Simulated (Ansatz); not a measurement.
# Li5AuO4 (C2/m):O_i (8-fold void), thermodynamic levels from a 80-atom cell

Aim: at which Fermi levels does O_i (8-fold void) in Li5AuO4 (C2/m) change its charge? The model is a cell of 80 host atoms with 1 O put in.

Main program and level: Ansatz 0.2.0; place-levels on PBEsol runs: charge-transition levels and formation energies with image-charge correction and potential alignment at the atomic sites.

### Step 1. The starting structure

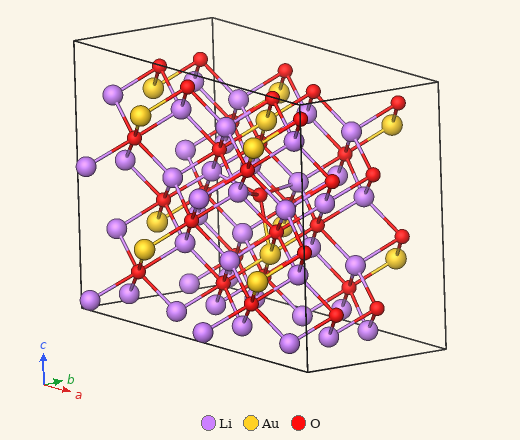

The cell as given, slightly off an axis (lithium purple, gold yellow, oxygen red). Some periodic images of atoms are drawn too.

The cell holds 81 atoms: 40 Li, 8 Au and 33 O. Its edges and angles: a = 9.403 Å, b = 9.404 Å, c = 9.396 Å, α = 90.0°, β = 102.9°, γ = 90.0°. It derives from Li5AuO4 (space group C2/m). Nearest the centre at fractional (0.712, 0.000, 0.462): O81 at 0.00 Å, Li66 at 2.09 Å, Li64 at 2.09 Å, Li69 at 2.10 Å, Au52 at 2.10 Å, O56 at 2.33 Å, O60 at 2.33 Å, O73 at 2.33 Å.

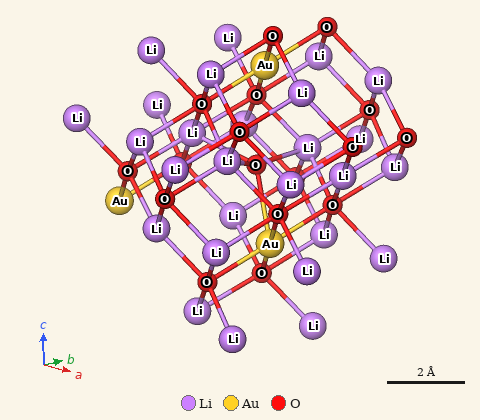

The atoms within 5 Å of the centre.

Coordinates:

```xyz
81
Lattice="9.4027 0.0000 -0.0255 0.0000 9.4041 0.0000 -2.0756 0.0000 9.1636" Properties=species:S:1:pos:R:3 pbc="T T T"
Li   -0.5189    7.4521    2.2909
Li    1.8318    2.7501    2.2845
Li    0.0000    2.6571    0.0000
Li    2.3507    7.3591   -0.0064
Li    0.0000    6.7470    0.0000
Li    2.3507    2.0449   -0.0064
Li   -0.5189    1.9519    2.2909
Li    1.8318    6.6540    2.2845
Li    0.0000    0.0000    0.0000
Li    2.3507    4.7020   -0.0064
Au   -0.5189    4.7020    2.2909
Au    1.8318    0.0000    2.2845
O     0.9429    8.0179    1.1430
O     3.2936    3.3159    1.1366
O     0.3699    3.3159    3.4324
O     2.7206    8.0179    3.4260
O     0.9429    1.3861    1.1430
O     3.2936    6.0882    1.1366
O     0.3699    6.0882    3.4324
O     2.7206    1.3861    3.4260
Li   -1.5567    7.4521    6.8727
Li    0.7940    2.7501    6.8663
Li   -1.0378    2.6571    4.5818
Li    1.3129    7.3591    4.5754
Li   -1.0378    6.7470    4.5818
Li    1.3129    2.0449    4.5754
Li   -1.5567    1.9519    6.8727
Li    0.7940    6.6540    6.8663
Li   -1.0378    0.0000    4.5818
Li    1.3129    4.7020    4.5754
Au   -1.5567    4.7020    6.8727
Au    0.7940    0.0000    6.8663
O    -0.0949    8.0179    5.7248
O     2.2558    3.3159    5.7184
O    -0.6679    3.3159    8.0142
O     1.6828    8.0179    8.0078
O    -0.0949    1.3861    5.7248
O     2.2558    6.0882    5.7184
O    -0.6679    6.0882    8.0142
O     1.6828    1.3861    8.0078
Li    4.1824    7.4521    2.2782
Li    6.5331    2.7501    2.2718
Li    4.7013    2.6571   -0.0127
Li    7.0520    7.3591   -0.0191
Li    4.7013    6.7470   -0.0127
Li    7.0520    2.0449   -0.0191
Li    4.1824    1.9519    2.2782
Li    6.5331    6.6540    2.2718
Li    4.7013    0.0000   -0.0127
Li    7.0520    4.7020   -0.0191
Au    4.1824    4.7020    2.2782
Au    6.5331    0.0000    2.2718
O     5.6443    8.0179    1.1303
O     7.9950    3.3159    1.1239
O     5.0713    3.3159    3.4197
O     7.4219    8.0179    3.4133
O     5.6443    1.3861    1.1303
O     7.9950    6.0882    1.1239
O     5.0713    6.0882    3.4197
O     7.4219    1.3861    3.4133
Li    3.1446    7.4521    6.8599
Li    5.4953    2.7501    6.8536
Li    3.6635    2.6571    4.5691
Li    6.0142    7.3591    4.5627
Li    3.6635    6.7470    4.5691
Li    6.0142    2.0449    4.5627
Li    3.1446    1.9519    6.8599
Li    5.4953    6.6540    6.8536
Li    3.6635    0.0000    4.5691
Li    6.0142    4.7020    4.5627
Au    3.1446    4.7020    6.8599
Au    5.4953    0.0000    6.8536
O     4.6065    8.0179    5.7121
O     6.9572    3.3159    5.7057
O     4.0334    3.3159    8.0015
O     6.3841    8.0179    7.9951
O     4.6065    1.3861    5.7121
O     6.9572    6.0882    5.7057
O     4.0334    6.0882    8.0015
O     6.3841    1.3861    7.9951
O     5.7348    0.0000    4.2162
```

Known beforehand: the electronic dielectric constant, principal values (3.02, 4.18, 4.33), and the static one, principal values (5.41, 8.74, 10.09), computed on the host (DFPT, PBEsol).

The cell's shortest repeat is 9.4 Å.

### Step 2. What was run first

Levels follow from differences of total energies between charge states, each relaxed by itself.

Random displacements of about 0.05 Å break the site symmetry at the start, so that the relaxation can reach a distorted minimum if there is one. Forces are taken at one point at (¼, ¼, ¼). The cell holds 2 electrons more than the neutral one, with a uniform background that keeps it neutral on the whole.

The sampling was tested on the host first: at the k-points planned (1x1x1 shifted 0.25 0.25 0.25) its energy lies 0.000 eV an atom from the dense-mesh value, under the bound of 0.02 eV set for this test; that bounds the host's error, not the defect's.

One of the inputs; charge, spin and start change from state to state.

The input, qm2.relax/input.yaml:

```yaml
crystal:
  lattice:
    - [4.70134262, 0.0, -0.01274326]
    - [0.0, 9.40405317, 0.0]
    - [-1.03781253, 0.0, 4.58179354]
  atoms:
    - { symbol: Li, position: [0.0, 0.7924353, 0.5] }
    - { symbol: Li, position: [0.5, 0.2924353, 0.5] }
    - { symbol: Li, position: [0.0, 0.28254642, 0.0] }
    - { symbol: Li, position: [0.5, 0.78254642, 0.0] }
    - { symbol: Li, position: [0.0, 0.71745358, 0.0] }
    - { symbol: Li, position: [0.5, 0.21745358, 0.0] }
    - { symbol: Li, position: [0.0, 0.2075647, 0.5] }
    - { symbol: Li, position: [0.5, 0.7075647, 0.5] }
    - { symbol: Li, position: [0.0, 0.0, 0.0] }
    - { symbol: Li, position: [0.5, 0.5, 0.0] }
    - { symbol: Au, position: [0.0, 0.5, 0.5] }
    - { symbol: Au, position: [0.5, 0.0, 0.5] }
    - { symbol: O, position: [0.25579724, 0.85260183, 0.25018147] }
    - { symbol: O, position: [0.75579724, 0.35260183, 0.25018147] }
    - { symbol: O, position: [0.24420276, 0.35260183, 0.74981853] }
    - { symbol: O, position: [0.74420276, 0.85260183, 0.74981853] }
    - { symbol: O, position: [0.25579724, 0.14739817, 0.25018147] }
    - { symbol: O, position: [0.75579724, 0.64739817, 0.25018147] }
    - { symbol: O, position: [0.24420276, 0.64739817, 0.74981853] }
    - { symbol: O, position: [0.74420276, 0.14739817, 0.74981853] }
  supercell: [2, 1, 2]
  defects:
    - { interstitial: { symbol: O, position: [0.711916, 0.0, 0.462084] } }
total_charge: -2
basis:
  ecutwfc: 420
  xc_grid: 2
hamiltonian:
  xc: pbesol
kpoints:
  mp_grid: { grid: [1, 1, 1], shift: [0.25, 0.25, 0.25] }
scf:
  occupations: { method: fixed }
  max_iter: 60
output:
  forces: true
  charged_corrections:
    epsilon: [[3.54, 0.0, 0.64], [0.0, 4.18, 0.0], [0.64, 0.0, 3.81]]
    static_epsilon: [[7.29, 0.0, 2.29], [0.0, 8.74, 0.0], [2.29, 0.0, 8.21]]
relax:
  f_tol: 0.02
  max_steps: 80
  random_displacement: { amplitude: 0.05, seed: 2053 }
checkpoint:
  write: "../qm2.relax.run"
  compress: false
  write_wavefunctions: true
  write_every: 100000
```

Run with:

```
$ ansatz run input.yaml --threads 8 --pin off --max-ram 22609MiB --backend cpu --events-out ev --progress --plain --runs-dir out
```

Defect states can disperse in a cell of this size, so the energy is taken again at a 2×2×2 shifted mesh, on the relaxed structure.

The run of this state that the levels use, under PBEsol:

The input, qm2.point/input.yaml:

```yaml
crystal:
  checkpoint: "../qm2.relax.run"
  host: checkpoint
total_charge: -2
basis:
  ecutwfc: 420
  xc_grid: 2
hamiltonian:
  xc: pbesol
kpoints:
  mp_grid: { grid: [2, 2, 2], shift: [0.5, 0.5, 0.5] }
scf:
  occupations: { method: fermi_dirac, width: 0.01 }
  max_iter: 60
output:
  forces: true
  eigenvalues: true
  charged_corrections:
    epsilon: [[3.54, 0.0, 0.64], [0.0, 4.18, 0.0], [0.64, 0.0, 3.81]]
    static_epsilon: [[7.29, 0.0, 2.29], [0.0, 8.74, 0.0], [2.29, 0.0, 8.21]]
    defect_position: [0.711916, 0.0, 0.462084]
  eigenstates: { localisation: true }
  populations: true
  band_densities: [{ bands: [v1, v1] }, { bands: [c1, c1] }]
  write_density: true
  write_potential: true
  volumetric_format: npy
  elf: true
checkpoint:
  read: "../qm2.relax.run"
  write: "../qm2.point.run"
  compress: false
  write_wavefunctions: false
  write_every: 100000
```

Relaxations under PBEsol at one point at (¼, ¼, ¼); times on 8 threads of Arm Neoverse V2, shared host:

```csv
charge,moment (μB),occupations,outcome,steps,largest displacement against the far atoms (Å),time
−2,0,fixed,converged,10,1.15,88 s
−2,2,fixed,not converged,-,-,63 s
−2,2,fermi-dirac,converged,14,1.13,4 min
−1,1,fixed,converged,9,1.15,2.2 min
0,0,fixed,converged,13,0.64,94 s
0,2,fixed,converged,6,0.38,2.4 min
+1,1,fixed,converged,11,0.74,6.4 min
```

Single points under PBEsol at a 2×2×2 shifted mesh; times on 8 threads of Arm Neoverse V2, shared host:

```csv
charge,moment (μB),occupations,outcome,time
−2,0,fermi-dirac,converged,66 s
−2,2,fermi-dirac,converged,2.3 min
−1,1,fermi-dirac,converged,2.3 min
0,0,fermi-dirac,converged,80 s
0,2,fermi-dirac,converged,2.8 min
+1,1,fermi-dirac,converged,2.7 min
```

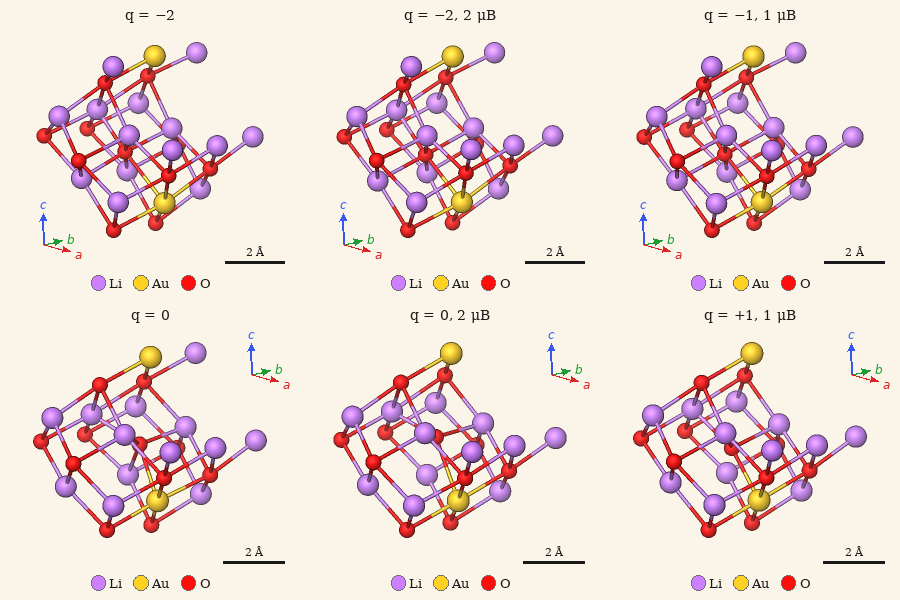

The structures near the centre after relaxation with PBEsol, by charge.

Distances (Å) from O81 to the nearest atoms after relaxation with PBEsol:

```csv
charge,moment (μB),1.,2.,3.,4.,5.,6.
−2,0,Li 1.77,Li 1.88,Li 1.88,Li 1.90,Li 1.90,Au 2.29
−2,2,Li 1.86,Li 2.00,Li 2.00,Li 2.03,Li 2.04,Au 2.11
−1,1,Li 1.88,Li 2.02,Li 2.02,Li 2.04,Li 2.04,Au 2.13
0,0,Li 1.86,Li 1.91,Au 2.05,Li 2.13,O 2.25,Li 2.28
0,2,Li 1.85,Li 2.01,Li 2.01,Au 2.24,O 2.41,O 2.41
+1,1,Li 1.94,Au 1.97,Li 1.99,Li 2.00,Li 2.42,Li 2.44
```

[end of part 1 of 2]

[Logs are printed without paths, hosts, clocks, repeated set-up lines and the standing remarks that a program may print on its own settings, such as how far it seeks lower states.]

[Hosts, paths, dates, database ids (printed as entryN), source tags and the programs' standing remarks are cut or masked in the printed files.]

[Where a table of states has a column of steps, it counts the stored structures, which are thinned; the runs took as many ionic steps or more.]

[A defect's name tells the site on which it was built; relaxed atoms can leave that site.]

[For some hosts the program warned that the k-mesh of the response run may be too coarse for force constants and the static dielectric constant; such warnings are not shown here.]
